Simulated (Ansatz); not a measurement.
The reference is MgTe in the zinc blende structure (space group F-43m, No. 216; a = 6.3681 Å).

Modification: every lattice vector is shortened by 3.00 %, atoms relaxed at fixed cell.

Computed with LDA (Ansatz, a program for electronic structure, PAW, no spin-orbit coupling).

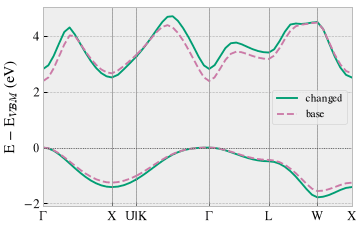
Figure: Highest valence and lowest conduction band along the path, each from its own valence-band maximum

Problem. From the figure, how large is the changed gap, and is it direct?

Solution. About 2.5 eV, indirect, Γ → X.

With Te present, leaving out spin-orbit coupling can change the band edges. The cells carry an imposed strain or load. Stability against distortions was not tested.
